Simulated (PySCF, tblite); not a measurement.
# C4H7BN2O2S: geometry, infrared bands and NMR shifts

Aim: predict the infrared bands and NMR shifts of C4H7BN2O2S (`COB(OC)c1ncsn1`).

Programs: tblite 0.8.0 and PySCF 2.14.0, with density-fitted response routines of our own. Each step states its level of theory. These are calculated values for one molecule in the gas phase, unless marked as measured. Atoms count from 0, in the outputs and in this text.

**1. The molecule as given**

17 atoms, charge 0, multiplicity 1; geometry from: force field or distance geometry start.

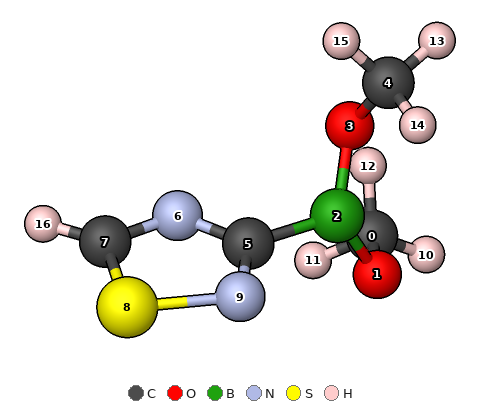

The starting geometry (carbon dark grey, oxygen red, boron green, nitrogen light blue, sulfur yellow, hydrogen pink), atoms numbered.

**2. Relaxing the molecule with GFN2-xTB**

The job: settings as JSON, then the geometry in Å.

```
{"job": {"kind": "relax", "xc": "GFN2-xTB", "basis": "xTB"}, "charge": 0, "multiplicity": 1}
C     -1.582300    -1.779000    -0.467700
O     -0.816800    -1.048900    -1.382900
B     -0.288700     0.096000    -0.635900
O     -1.170000     0.661200     0.384200
C     -1.471100     1.984800     0.184500
C      1.243600     0.026300    -0.301900
N      1.691300    -0.394400     0.861400
C      2.989400    -0.422900     1.072700
S      3.720700     0.116500    -0.307500
N      2.164200     0.393200    -1.178300
H     -2.427600    -2.306300    -0.979600
H     -0.902600    -2.551500    -0.046800
H     -1.951300    -1.107300     0.346500
H     -2.551400     2.134200     0.360800
H     -1.195100     2.361700    -0.840700
H     -0.943400     2.596400     0.946400
H      3.484100    -0.747900     1.974900
```

On the command line:

```console
> OMP_NUM_THREADS=1 python probes_run.py task.json out
```

This one command runs all jobs of the session in turn.

**Question.** This job is followed by: GFN2-xTB harmonic vibrations, gas phase; GIAO PBE0/pcSseg-1 NMR shielding, non-relativistic, gas phase. Predict these results of the whole session: strongest single infrared mode (GFN2-xTB); zero-point energy (GFN2-xTB); 13C shifts against TMS (PBE0/pcSseg-1, means over atoms taken as alike); 1H shifts against TMS (PBE0/pcSseg-1, means over atoms taken as alike); 17O shifts against H2O (PBE0/pcSseg-1, means over atoms taken as alike); 11B shifts against BF3·OEt2 (PBE0/pcSseg-1); 15N shifts against NH3 (PBE0/pcSseg-1); 33S shifts against CS2 (PBE0/pcSseg-1).

As calculated:

| quantity | value |
| --- | --- |
| strongest single infrared mode (GFN2-xTB) | 1294 cm⁻¹, 364 km/mol |
| zero-point energy (GFN2-xTB) | 74.5 kcal/mol |
| 13C shifts against TMS (PBE0/pcSseg-1, means over atoms taken as alike) | 178.6, 176.2, 55.3 ppm |
| 1H shifts against TMS (PBE0/pcSseg-1, means over atoms taken as alike) | 9.49, 3.97 ppm |
| 17O shifts against H2O (PBE0/pcSseg-1, means over atoms taken as alike) | 109.0 ppm |
| 11B shifts against BF3·OEt2 (PBE0/pcSseg-1) | 23.4 ppm |
| 15N shifts against NH3 (PBE0/pcSseg-1) | 352.4, 328.9 ppm |
| 33S shifts against CS2 (PBE0/pcSseg-1) | 436 ppm |

The optimisation took 82 steps and gained 2.436 eV; among the close pairs (by a distance rule), S8–N9 changed most, from 1.805 to 1.631 Å. The lowest mode is imaginary (40i cm⁻¹), so the xTB geometry is not a minimum. The strongest single mode, at 1294 cm⁻¹, has its largest shares on B2, O1 and C5 (the list is cut at 3 atoms). Unscaled tight-binding wavenumbers are off by several per cent, some by more. Its intensities can rank the bands wrongly. At PBE0/pcSseg-1: The widest tensor belongs to N6: span 578 ppm, with a paramagnetic part of -415 ppm. NICS(1)zz of -35 ppm above the planar ring from C5 marks a diatropic (aromatic) ring current.
